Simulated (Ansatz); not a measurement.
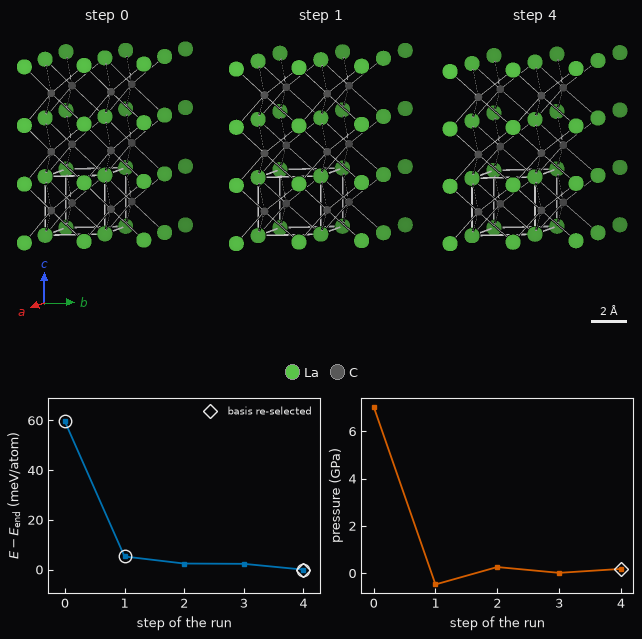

Frames of a relaxation of a crystal of LaC (built on the WC type) (coarse preliminary run), marked on the history of the run. A ball-and-stick model of the cell of the calculation, repeated 2 × 2 × 3 with one cell outlined, seen slightly off an axis.

Computed with Ansatz, DFT PBE, scalar-relativistic, plane waves, PAW.

The input:
```yaml
crystal:
  lattice:
    - [3.4817338276, 0.0, 0.0]
    - [-1.7408669138, 3.0152699439, 0.0]
    - [0.0, 0.0, 3.3979997163]
  atoms:
    - { symbol: La, position: [0.0, 0.0, 0.0] }
    - { symbol: C, position: [0.6666666667, 0.3333333333, 0.5] }
basis:
  ecutwfc: 420
  ecutrho_ratio: 4
kpoints:
  mp_grid: { grid: [6, 6, 6] }
hamiltonian:
  xc: pbe
scf:
  occupations: { method: gaussian, width: 0.05 }
output:
  forces: true
  stress: true
  eigenvalues: true
relax:
  f_tol: 0.03
  max_steps: 60
  cell: { stress_tol: 0.3 }
```

Launched with:
```bash
ansatz run input.yaml --threads 2 --pin off --max-ram 2662MiB --backend cpu --events-out ev --progress --plain --runs-dir out
```

Question: What happens along the run?

Answer: No atom moves by more than 0.005 Å relative to the cell. The volume changes by +8.7 %, with a = b 3.482 → 3.671 Å (+5.4 %), c 3.398 → 3.323 Å (−2.2 %). Near-neighbour distances that change, for instance: La1–La1 3.482 → 3.671 Å, La1–La1 (another image) 3.398 → 3.323 Å, La1–C2 2.632 → 2.693 Å. Bond angles that change, for instance: La1–C2–La1 80.4° → 76.2°, C2–La1–C2 80.4° → 76.2°, C2–La1–C2 82.8° → 85.9°. The space group stays P-6m2 (No. 187). The energy falls by 59.6 meV per atom in 3 accepted moves (4 points after the start). All forces vanish by symmetry, so only the cell relaxes. The pressure goes from 7.04 to 0.18 GPa. At 1 point the geometry stayed and the basis and grid were re-selected for the new cell (energy shift of 2.3 meV per atom at most each time). Cost: 4.2 s on 2 threads of Arm Neoverse V2, with other jobs on the host, peak memory 0.31 GiB. From step 0 to 1: volume +9.0 %, energy −54.3 meV per atom. From step 1 to 4: volume −0.3 %, energy −5.3 meV per atom.
